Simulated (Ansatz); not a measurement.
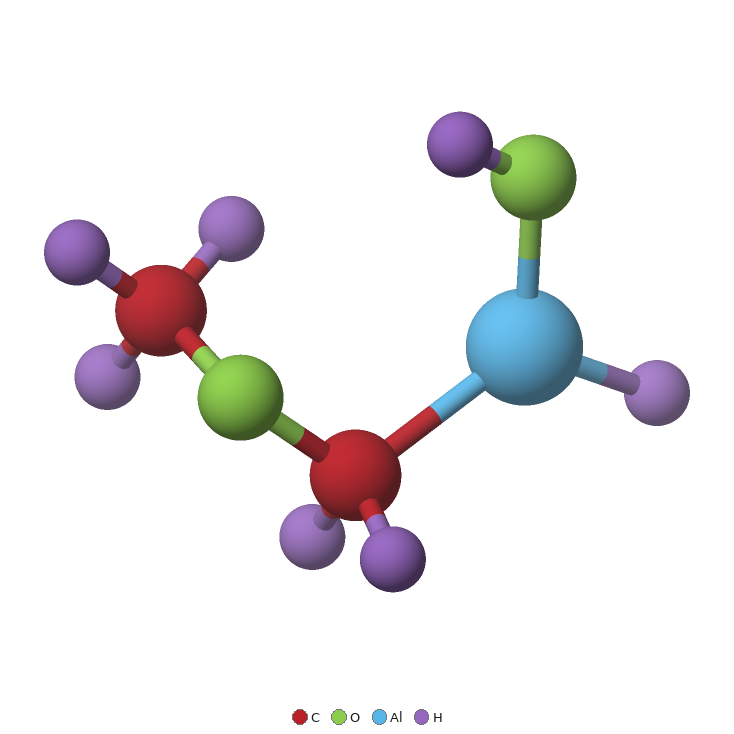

The picture shows the input geometry.

Input file:

```yaml
crystal:
  periodic: [false, false, false]
  atoms:
    - {symbol: C, position_ang: [-0.689758, -0.159859, 1.492698]}
    - {symbol: O, position_ang: [0.521673, 0.406843, 1.095440]}
    - {symbol: C, position_ang: [1.125788, -0.321859, 0.033901]}
    - {symbol: Al, position_ang: [0.227965, -0.009641, -1.710182]}
    - {symbol: O, position_ang: [-0.863943, 1.284361, -1.839440]}
    - {symbol: H, position_ang: [-1.106738, 0.460353, 2.287160]}
    - {symbol: H, position_ang: [-0.554302, -1.182823, 1.872688]}
    - {symbol: H, position_ang: [-1.415920, -0.201526, 0.662379]}
    - {symbol: H, position_ang: [1.210008, -1.388565, 0.298386]}
    - {symbol: H, position_ang: [2.159943, 0.038947, -0.035399]}
    - {symbol: H, position_ang: [0.499596, -0.844198, -3.026603]}
    - {symbol: H, position_ang: [-1.037311, 1.862769, -1.097126]}
basis:
  gaussian: {orbitals: def2-mTZVPP, nuclear_model: gaussian}
hamiltonian: {xc: {name: B97}}
accuracy: high
output: {forces: true}
```

It was started with:

```sh
ansatz run in.yaml --threads 4 --pin off --events-out ev --progress --plain --max-ram 10444MiB
```

Output:

```
Functional definition: B97
  name "B97"
  cite "Becke, J. Chem. Phys. 107, 8554 (1997) doi:10.1063/1.475007"
  parameter cx = 0.1943
  parameter cx0 = 0.8094
  parameter cx1 = 0.5073
  parameter cx2 = 0.7481
  parameter css0 = 0.1737
  parameter css1 = 2.3487
  parameter css2 = -2.4868
  parameter cos0 = 0.9454
  parameter cos1 = 0.7471
  parameter cos2 = -4.5961
  exchange = spin_sum(e_x_unif_s*poly(b97_u_x, cx0, cx1, cx2)) + cx*exact_x
  correlation = spin_sum(e_c_pw_same_spin*poly(b97_u_same, css0, css1, css2))
      + integral(e_c_pw_opposite_spin*poly(b97_u_opposite, cos0, cos1, cos2))
3142 factors; integrals over basis functions are off by at most 2.6e-8 eV
mean field evaluation 1: about -12867.8362 eV, gradient 7.7e1 eV
mean field evaluation 2: about -12842.2138 eV, gradient 1.3e2 eV
mean field evaluation 4: about -12878.8348 eV, gradient 7.6e0 eV
mean field evaluation 8: about -12879.1482 eV, gradient 1.0e0 eV
mean field evaluation 16: about -12879.1504 eV, gradient 1.3e-4 eV
mean field -12879.15037072 eV, -473.3000463223 hartree, gradient 5.8e-8 eV, S^2 0.000000; 0 other end points of the search recorded, 0 dependent functions left out
the calculation of the forces begins
reference -12879.15037339 eV, -473.3000464204 hartree; 24, 24 occupied and 119, 119 virtual orbitals, 3142 factors
Total energy: -12879.15037339 eV, -473.3000464204 hartree
Atom 0 at    -0.689758    -0.159859     1.492698 Å, force    -0.311677    -0.119181     0.136422 eV/Å
Atom 1 at     0.521673     0.406843     1.095440 Å, force     0.171443     0.334432     0.184700 eV/Å
Atom 2 at     1.125788    -0.321859     0.033901 Å, force     0.219736    -0.193300    -0.225460 eV/Å
Atom 3 at     0.227965    -0.009641    -1.710182 Å, force     0.189181    -0.285412    -0.133397 eV/Å
Atom 4 at    -0.863943     1.284361    -1.839440 Å, force    -0.245335     0.237864    -0.184164 eV/Å
Atom 5 at    -1.106738     0.460353     2.287160 Å, force    -0.033883     0.042555     0.064003 eV/Å
Atom 6 at    -0.554302    -1.182823     1.872688 Å, force     0.000269    -0.072030     0.043406 eV/Å
Atom 7 at    -1.415920    -0.201526     0.662379 Å, force    -0.066336    -0.004151    -0.035704 eV/Å
Atom 8 at     1.210008    -1.388565     0.298386 Å, force     0.030234    -0.071624     0.034430 eV/Å
Atom 9 at     2.159943     0.038947    -0.035399 Å, force     0.084805     0.025018     0.018679 eV/Å
Atom 10 at     0.499596    -0.844198    -3.026603 Å, force    -0.004949     0.005014    -0.012700 eV/Å
Atom 11 at    -1.037311     1.862769    -1.097126 Å, force    -0.033490     0.100816     0.109786 eV/Å
Dipole moment:     0.004615    -0.173454     0.241581 e Å
```

The run converged.
